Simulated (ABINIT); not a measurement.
# A GW chain in ABINIT: TiO2 (Rutile)

Wanted: ground state, empty states, screening and self-energy for TiO2 (Rutile).

Program: ABINIT 10.8.3. Level of theory: PBE and many-body steps on it, plane waves. Results are calculated unless marked as measured.

**What was measured.**

- Gap 3.05 eV: band gap; bulk crystal (literature experimental value) (quoted in “Hydrogen related defects in titanium dioxide at the interface to palladium”, 2021, arxiv:2112.05953).

- Gap 3.03 eV: experimental band gap, quoted; bulk crystal (quoted in “Polaron-induced phonon localization and stiffening in rutile TiO2”, 2016, arxiv:1612.05679).

- Gap 3.09 ± 0.06 eV: optical gap from Tauc plot assuming indirect allowed transition; UV/vis diffuse reflectance, Kubelka-Munk and Tauc analysis; film (30 nm ALD shell on quartz particles, grown at 200 C, annealed in air at 500 C; rutile-rich with some anatase) on SiO2 (quartz particles) (“Defect-Mediated Crystallization of the Particulate TiO2 Photocatalyst Grown by Atomic Layer Deposition”, 2024, pmc:11726664).

- Gap 3.28 eV: optical bandgap after anatase to rutile transformation; spectroscopic ellipsometry; film (polycrystalline sol-gel film on Si(100), annealed at high temperature below 800 °C) (“Photocatalytic Performance of Sol-Gel Prepared TiO2 Thin Films Annealed at Various Temperatures”, 2023, pmc:10419699).

## (1) The starting structure

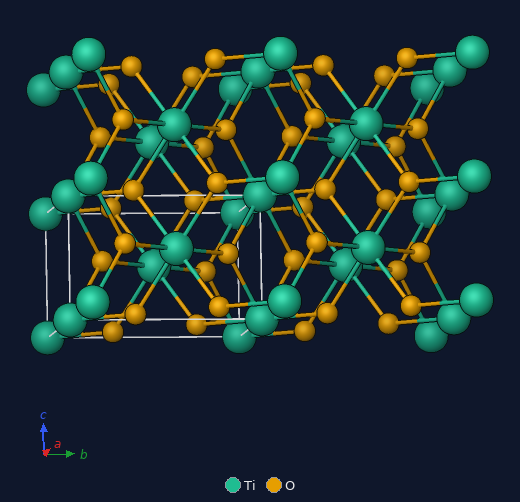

Start, viewed slightly off an axis; titanium teal, oxygen orange. 2×2×2 cells are drawn. Some periodic images of atoms are drawn too.

Coordinates:

```cif
data_structure
_symmetry_space_group_name_H-M 'P4_2/mnm'
_symmetry_Int_Tables_number 136
_cell_length_a 4.5922
_cell_length_b 4.5922
_cell_length_c 2.9574
_cell_angle_alpha 90.000
_cell_angle_beta 90.000
_cell_angle_gamma 90.000
_cell_volume 62.37
loop_
_atom_site_label
_atom_site_type_symbol
_atom_site_symmetry_multiplicity
_atom_site_Wyckoff_symbol
_atom_site_fract_x
_atom_site_fract_y
_atom_site_fract_z
_atom_site_occupancy
Ti1 Ti 2 a 0.00000 0.00000 0.00000 1
O1 O 4 f 0.30496 0.30496 0.00000 1
```

The cell and positions come from the Crystallography Open Database and are kept as given unless a step says otherwise.

## (2) Ground state

This step: ABINIT 10.8.3; DFT, PBE, plane waves, norm-conserving pseudopotentials.

The ground-state density comes first.

Contents of run.abi:

```
acell 3*1.0 Angstrom
rprim 
  4.592200000000 0.000000000000 0.000000000000
  0.000000000000 4.592200000000 0.000000000000
  0.000000000000 0.000000000000 2.957400000000
ntypat 2
znucl 22 8
natom 6
typat 1 1 2 2 2 2
xred 
  0.000000000000 0.000000000000 0.000000000000
  0.500000000000 0.500000000000 0.500000000000
  0.304960000000 0.304960000000 0.000000000000
  0.195040000000 0.804960000000 0.500000000000
  0.695040000000 0.695040000000 0.000000000000
  0.804960000000 0.195040000000 0.500000000000
pp_dirpath "pseudos"
pseudos "Ti.upf, O.upf"
ecut 38
ngkpt 4 4 8
nshiftk 1
shiftk 0 0 0
kptopt 1
chksymbreak 0
nband 31
occopt 1
tolvrs 1e-10
nstep 60
prtwf 0
optforces 0
optstress 0
indata_prefix "in"
outdata_prefix "out"
tmpdata_prefix "tmp"
```

Launch:

```
OMP_NUM_THREADS=1 mpirun -n 4 abinit run.abi > log
```

Numbers of over 12 decimals in the logs are rounded to 6 here.

The log of the run:

```text
.Version 10.8.3 of ABINIT. v10.8.2 released Aug 2026.

 Symmetries : space group P4_2/m n m (#136); Bravais tP (primitive tetrag.)
================================================================================
 Values of the parameters that define the memory need of the present run
     intxc =       0    ionmov =       0      iscf =       7    lmnmax =       6
     lnmax =       6     mgfft =      50  mpssoang =       3    mqgrid =    3001
     natom =       6  nloc_mem =       1    nspden =       1   nspinor =       1
    nsppol =       1      nsym =      16    n1xccc =    2501    ntypat =       2
    occopt =       1   xclevel =       2
-    mband =          31        mffmem =           1         mkmem =           8
       mpw =        4726          nfft =       80000          nkpt =          30
================================================================================
  Rough estimation (10% accuracy) of disk space for files :
================================================================================

--------------------------------------------------------------------------------
------------- Echo of variables that govern the present computation ------------
--------------------------------------------------------------------------------
 -outvars: echo values of preprocessed input variables --------
            acell      1.8897261259E+00  1.8897261259E+00  1.8897261259E+00 Bohr

      chksymbreak           0
             ecut      3.80000000E+01 Hartree
-          fftalg         312

              ixc     -101130
              kpt      0.00000000E+00  0.00000000E+00  0.00000000E+00
                       2.50000000E-01  0.00000000E+00  0.00000000E+00
                       5.00000000E-01  0.00000000E+00  0.00000000E+00
                       2.50000000E-01  2.50000000E-01  0.00000000E+00
                       5.00000000E-01  2.50000000E-01  0.00000000E+00
                       5.00000000E-01  5.00000000E-01  0.00000000E+00
                       0.00000000E+00  0.00000000E+00  1.25000000E-01
                       2.50000000E-01  0.00000000E+00  1.25000000E-01
                       5.00000000E-01  0.00000000E+00  1.25000000E-01
   [... 19 further rows ...]
                       5.00000000E-01  2.50000000E-01  5.00000000E-01
                       5.00000000E-01  5.00000000E-01  5.00000000E-01
         kptrlatt        4    0    0      0    4    0      0    0    8
          kptrlen      3.47120013E+01
P           mkmem           8
            natom           6
            nband          31
            ngfft          50      50      32
             nkpt          30
            nstep          60
             nsym          16
           ntypat           2
              occ      2.000000  2.000000  2.000000  2.000000  2.000000  2.000000
                       2.000000  2.000000  2.000000  2.000000  2.000000  2.000000
                       2.000000  2.000000  2.000000  2.000000  2.000000  2.000000
                       2.000000  2.000000  2.000000  2.000000  2.000000  2.000000
                       0.000000  0.000000  0.000000  0.000000  0.000000  0.000000
                       0.000000
        optforces           0
        optstress           0
            prtwf           0
            rprim      4.5922000000E+00  0.0000000000E+00  0.0000000000E+00
[...]
spgroup         136

           tolvrs      1.00000000E-10

             xred      0.0000000000E+00  0.0000000000E+00  0.0000000000E+00
[...]
znucl       22.00000    8.00000

================================================================================

 chkinp: Checking input parameters for consistency.

================================================================================
== DATASET  1 ==================================================================
-   mpi_nproc: 4, omp_nthreads: 1 (-1 if OMP is not activated)

--- !DatasetInfo
iteration_state: {dtset: 1, }
dimensions: {natom: 6, nkpt: 30, mband: 31, nsppol: 1, nspinor: 1, nspden: 1, mpw: 4726, }
cutoff_energies: {ecut:  38.0, pawecutdg:  -1.0, }
electrons: {nelect:   4.80000000E+01, charge:   0.00000000E+00, occopt:   1.00000000E+00, tsmear:   1.00000000E-02, }

 Real(R)+Recip(G) space primitive vectors, cartesian coordinates (Bohr,Bohr^-1):
 R(1)=  8.6780003  0.0000000  0.0000000  G(1)=  0.1152339  0.0000000  0.0000000
 R(2)=  0.0000000  8.6780003  0.0000000  G(2)=  0.0000000  0.1152339  0.0000000
 R(3)=  0.0000000  0.0000000  5.5886760  G(3)=  0.0000000  0.0000000  0.1789333
 Unit cell volume ucvol=  4.2087028E+02 bohr^3
 Angles (23,13,12)=  9.00000000E+01  9.00000000E+01  9.00000000E+01 degrees

 getcut: wavevector=  0.0000  0.0000  0.0000  ngfft=  50  50  32
         ecut(hartree)=     38.000   => boxcut(ratio)=   2.06340

--- Pseudopotential description ------------------------------------------------
- Ti Generated using ONCVPSP code by D. R. Hamann
- 22.00000  12.00000  171031                  znucl, zion, pspdat
12 -101130 2 -1 1586                          pspcod,pspxc,lmax,lloc,mmax
     nproj     2     2     2
  pspatm : epsatm=   14.68144553
         --- l  ekb(1:nproj) -->
[...]
pspatm: atomic psp has been read  and splines computed

- O Generated using ONCVPSP code by D. R. Hamann
-  8.00000   6.00000  171031                  znucl, zion, pspdat
12 -101130 2 -1 936                           pspcod,pspxc,lmax,lloc,mmax
     nproj     2     2     1
  pspatm : epsatm=    6.19545534
         --- l  ekb(1:nproj) -->
[...]
2   -1.331955
 pspatm: atomic psp has been read  and splines computed

   2.59894620E+03                                ecore*ucvol(ha*bohr**3)
--------------------------------------------------------------------------------

_setup2: Arith. and geom. avg. npw (full set) are    4710.164    4710.145

================================================================================

--- !BeginCycle
iteration_state: {dtset: 1, }
solver: {iscf: 7, nstep: 60, nline: 4, wfoptalg: 0, }
tolerances: {tolvrs: 1.00E-10, }

     iter   Etot(hartree)      deltaE(h)  residm     vres2
 ETOT  1  -184.23780405991    -1.842E+02 1.774E-01 2.427E+03
 ETOT  2  -168.40694662901     1.583E+01 9.072E-02 4.505E+04
 ETOT  3  -185.06733771596    -1.666E+01 5.710E-02 5.396E+02
 ETOT  4  -185.11133181299    -4.399E-02 3.515E-02 3.718E+02
 ETOT  5  -185.16076004906    -4.943E-02 5.087E-03 1.706E+02
 ETOT  6  -185.19665002475    -3.589E-02 4.993E-03 4.744E+01
 ETOT  7  -185.20975757115    -1.311E-02 5.689E-03 7.544E-01
 ETOT  8  -185.20988846144    -1.309E-04 1.925E-03 3.754E-01
 ETOT  9  -185.20999323765    -1.048E-04 3.693E-03 6.885E-04
 ETOT 10  -185.20999346967    -2.320E-07 1.054E-03 8.134E-05
 ETOT 11  -185.20999351157    -4.190E-08 1.887E-03 1.102E-06
 ETOT 12  -185.20999351226    -6.872E-10 4.657E-04 1.733E-08
 ETOT 13  -185.20999351229    -2.402E-11 8.106E-04 1.246E-08
 ETOT 14  -185.20999351229    -6.992E-12 4.243E-04 1.892E-10
 ETOT 15  -185.20999351229     4.377E-12 8.204E-04 1.068E-10
 ETOT 16  -185.20999351229     1.990E-13 4.645E-04 6.857E-12

 At SCF step   16       vres2   =  6.86E-12 < tolvrs=  1.00E-10 =>converged.

--- !ResultsGS
iteration_state: {dtset: 1, }
comment   : Summary of ground state results
lattice_vectors:
- [  8.6780003,   0.0000000,   0.0000000, ]
- [  0.0000000,   8.6780003,   0.0000000, ]
- [  0.0000000,   0.0000000,   5.5886760, ]
lattice_lengths: [   8.67800,    8.67800,    5.58868, ]
lattice_angles: [ 90.000,  90.000,  90.000, ] # degrees, (23, 13, 12)
lattice_volume:   4.2087028E+02
convergence: {deltae:  1.990E-13, res2:  6.857E-12, residm:  4.645E-04, diffor:  0.000E+00, }
etotal    :  -1.85209994E+02
entropy   :   0.00000000E+00
fermie    :   2.07992628E-01
cartesian_stress_tensor: null
pressure_GPa: null
xred      :
- [  0.0000E+00,   0.0000E+00,   0.0000E+00, Ti]
- [  5.0000E-01,   5.0000E-01,   5.0000E-01, Ti]
- [  3.0496E-01,   3.0496E-01,   0.0000E+00,  O]
- [  1.9504E-01,   8.0496E-01,   5.0000E-01,  O]
- [  6.9504E-01,   6.9504E-01,   0.0000E+00,  O]
- [  8.0496E-01,   1.9504E-01,   5.0000E-01,  O]
cartesian_forces: null
force_length_stats: {min: null, max: null, mean: null, }

 Integrated electronic density in atomic spheres:
 ------------------------------------------------
 Atom  Sphere_radius  Integrated_density
[...]
================================================================================

 ----iterations are completed or convergence reached----

 Mean square residual over all n,k,spin=   13.560E-07; max=  46.447E-05
 reduced coordinates (array xred) for    6 atoms
[...]
0.500000000000      0.500000000000      0.500000000000
       0.304960000000      0.304960000000      0.000000000000
       0.195040000000      0.804960000000      0.500000000000
       0.695040000000      0.695040000000      0.000000000000
       0.804960000000      0.195040000000      0.500000000000
 rms dE/dt=  0.0000E+00; max dE/dt=  0.0000E+00; dE/dt below (all hartree)
    1       0.000000000000      0.000000000000      0.000000000000
    2       0.000000000000      0.000000000000      0.000000000000
    3       0.000000000000      0.000000000000      0.000000000000
    4       0.000000000000      0.000000000000      0.000000000000
    5       0.000000000000      0.000000000000      0.000000000000
    6       0.000000000000      0.000000000000      0.000000000000

 cartesian coordinates (angstrom) at end:
    1      0.000000     0.000000     0.000000
    2      2.296100     2.296100     1.478700
    3      1.400437     1.400437     0.000000
    4      0.895663     3.696537     1.478700
    5      3.191763     3.191763     0.000000
    6      3.696537     0.895663     1.478700
 length scales=  1.889726125908  1.889726125908  1.889726125908 bohr
              =  1.000000000000  1.000000000000  1.000000000000 angstroms
 prteigrs : about to open file out_EIG
 Fermi (or HOMO) energy (hartree) =   0.20799   Average Vxc (hartree)=  -0.42239
 Eigenvalues (hartree) for nkpt=  30  k points:
 kpt#   1, nband= 31, wtk=  0.00781, kpt=  0.0000  0.0000  0.0000 (reduced coord)
  -1.88167   -1.88104   -1.01196   -1.01196   -1.00585   -1.00585   -1.00431   -1.00306
  -0.45917   -0.41623   -0.38859   -0.38859   -0.00405    0.01113    0.02781    0.06715
   0.06715    0.11434    0.11434    0.13502    0.18181    0.19139    0.19139    0.20799
   0.27843    0.28955    0.29815    0.30160    0.30160    0.37163    0.37784
 prteigrs : prtvol=0 or 1, do not print more k-points.

--- !EnergyTerms
iteration_state     : {dtset: 1, }
comment             : Components of total free energy in Hartree
kinetic             :  9.00957221988340E+01
hartree             :  4.27092651039376E+01
xc                  : -3.41695358224524E+01
Ewald energy        : -1.32190796511257E+02
psp_core            :  6.17517158894087E+00
local_psp           : -1.49407088145651E+02
non_local_psp       : -8.42273192463967E+00
total_energy        : -1.85209993512287E+02
total_energy_eV     : -5.03982067007849E+03
band_energy         : -2.04926177772664E+01

== END DATASET(S) ==============================================================
================================================================================

 -outvars: echo values of variables after computation  --------
           etotal     -1.8520999351E+02
            nband          31
             nkpt          30
          spgroup         136
 [... the other variables as echoed above ...]

 Calculation completed.
```

Wall time 64 s (4 MPI ranks of Arm Neoverse V2, shared host); peak memory 0.36 GiB; 4.2 min of CPU time.

This step gave:

| Property | Result |
| --- | --- |
| total energy | -5039.8207 eV |
| gap | 1.917 eV |
| k of the valence top | 0, 0, 0 |
| k of the conduction bottom | 0, 0, 0 |
| least direct gap | 1.917 eV |

The gap is direct, at Γ.

(Part 1 of 3 ends here.)

[Paths, hosts, dates, memory and timing lines, banners, echoed tables and standing remarks are left out of the program output.]

[Logs are printed without paths, hosts, clocks, repeated set-up lines and the standing remarks that a program may print on its own settings, such as how far it seeks lower states.]

[Runs of the session that timed out or met a known fault of the program may be left out.]

[Hosts, paths, dates, database ids (printed as entryN), source tags and the programs' standing remarks are cut or masked in the printed files.]

[G0W0 gaps are taken among the corrected bands and points alone; a level outside them can change the order at an edge.]

[Where Ansatz stands beside ABINIT at settings called matched, ABINIT's density can come from a denser mesh and the files from another edition; pairs whose starting gaps differed by over 0.03 eV were left out, so agreement reads better than it is.]
